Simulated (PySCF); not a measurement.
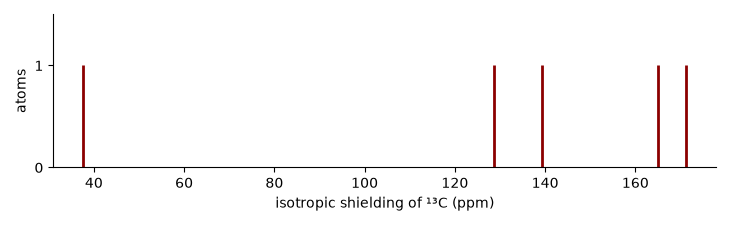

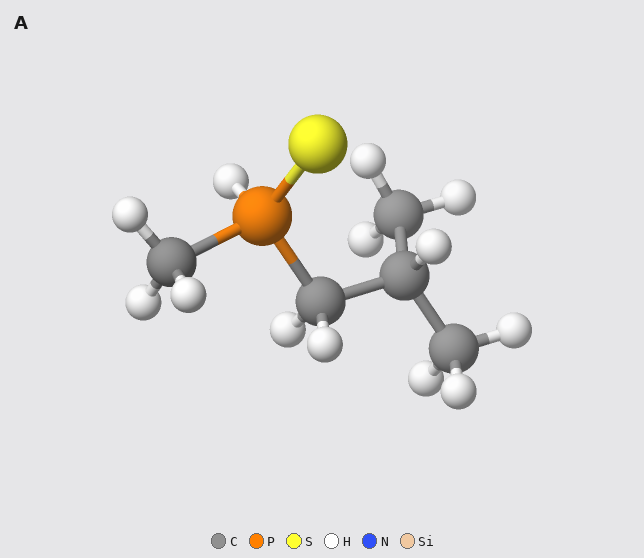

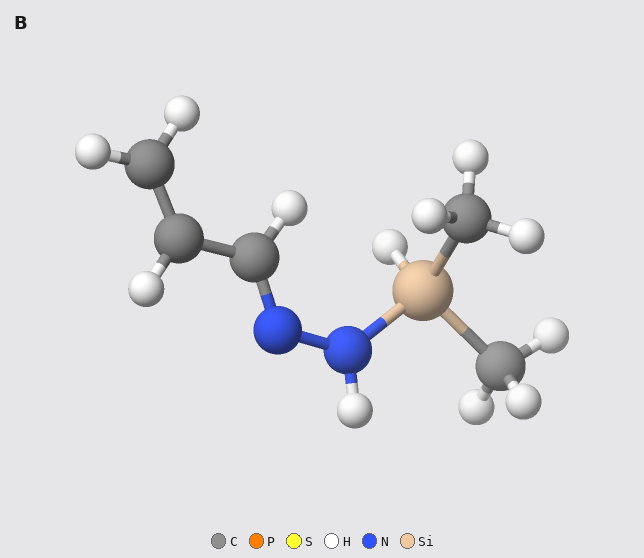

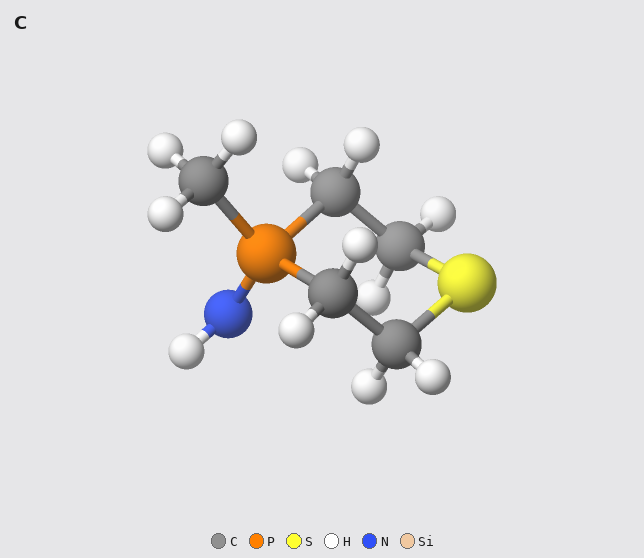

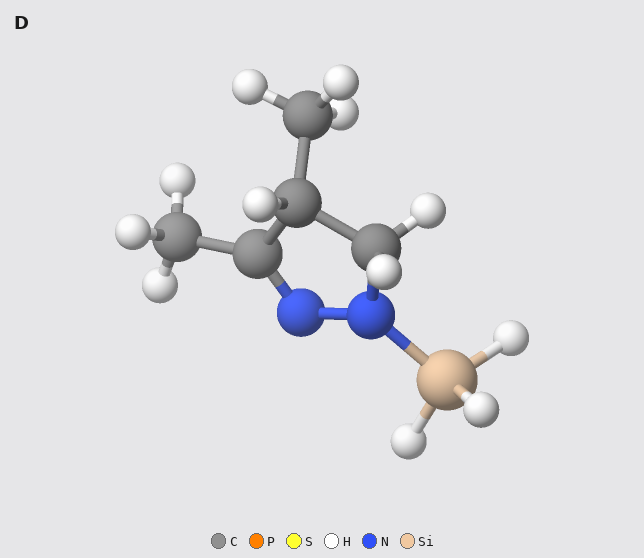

The sticks are computed shieldings of one of the molecules, for one fixed geometry (GFN2-xTB) without averaging over rotations. Low shielding means a high chemical shift. Method: GIAO PBE0/pcSseg-1 NMR shielding, non-relativistic, gas phase (PySCF 2.14.0).

### Match the spectrum to a structure.

D, `CC1=NN([SiH3])C[C@H]1C`. Its 5 C atoms give lines at 37.7, 128.7, 139.3, 165.0, 171.2 ppm.

The geometry is semi-empirical. Around P, Si such bond lengths and angles can be off by a tenth of an ångström or more and by several degrees, and values that hang on the shape move with them.
